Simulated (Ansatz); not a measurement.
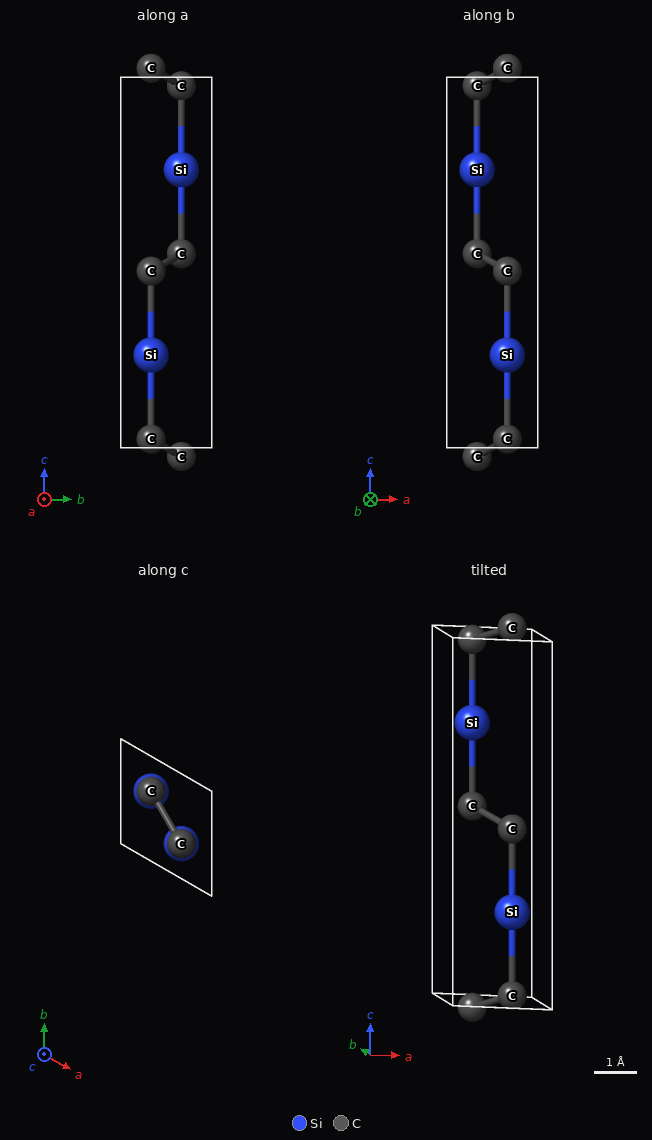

The figure gives a ball-and-stick picture of the atoms, viewed along the a axis, along the b axis, along the c axis and slightly off an axis. The wireframe shows the conventional unit cell.

Lattice parameters: a = 2.546 Å, b = 2.546 Å, c = 9.000 Å, α = 90.00°, β = 90.00°, γ = 120.00°. Put a along x and b in the xy plane.

Question: Give the structure in the form of a POSCAR file, with free fractional coordinates to two decimals.

Answer:
```
Si C
1.0
     2.546    0.000    0.000
    -1.273    2.204    0.000
     0.000    0.000    9.000
Si C
2 4
Direct
  0.3333 0.6667 0.75
  0.6667 0.3333 0.25
  0.3333 0.6667 0.98
  0.3333 0.6667 0.52
  0.6667 0.3333 0.48
  0.6667 0.3333 0.02
```

Origin of the cell: a structure type filled with these elements by a generator (whether the compound takes this form wasn't checked). Earlier steps of the study may have refined or changed the cell and positions. It was the input of a calculation with Ansatz.
